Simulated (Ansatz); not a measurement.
Breaking the C4–H5 bond in CH4GeO (SMILES C[O][GeH]) (multiplicity 1 held, fragments rigid). Energies count from the point at 1.093 Å.
Geometry at that point (charge 0, multiplicity 1):
```json
[
 {"atom": "Ge", "x (Å)": "-0.3092", "y (Å)": "-0.4404", "z (Å)": "0.6133"},
 {"atom": "H", "x (Å)": "-1.3390", "y (Å)": "-0.7616", "z (Å)": "-0.6020"},
 {"atom": "O", "x (Å)": "0.7362", "y (Å)": "0.6534", "z (Å)": "-0.3365"},
 {"atom": "C", "x (Å)": "0.6019", "y (Å)": "1.0336", "z (Å)": "-1.6953"},
 {"atom": "H", "x (Å)": "0.4997", "y (Å)": "2.1200", "z (Å)": "-1.7566"},
 {"atom": "H", "x (Å)": "1.5021", "y (Å)": "0.7410", "z (Å)": "-2.2416"},
 {"atom": "H", "x (Å)": "-0.2698", "y (Å)": "0.5637", "z (Å)": "-2.1609"}
]
```

Restricted levels (R-, RO-) in cc, def2 and unpolarised 6-31G sets keep to the state of the molecule at rest. Unrestricted levels (U-) break spin symmetry where that is lower. Active spaces are followed from a long bond inwards. Levels need not reach the same state.

Cores are frozen in the correlated methods. Filled d and f shells under p-block atoms count as core.

Programs: Ansatz (an electronic-structure program). 

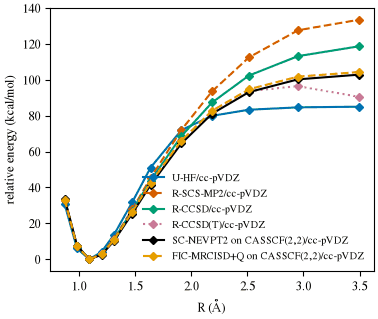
Relative energy along the coordinate

Doubts at one or more of the structures used: a spin-contaminated determinant (U-HF/cc-pVDZ); a restricted determinant that unrestricted orbitals would lower (R-SCS-MP2/cc-pVDZ, R-CCSD/cc-pVDZ, R-CCSD(T)/cc-pVDZ); other coupled-cluster roots lie near (R-CCSD/cc-pVDZ, R-CCSD(T)/cc-pVDZ); T1 above 0.05 (R-CCSD/cc-pVDZ, R-CCSD(T)/cc-pVDZ).
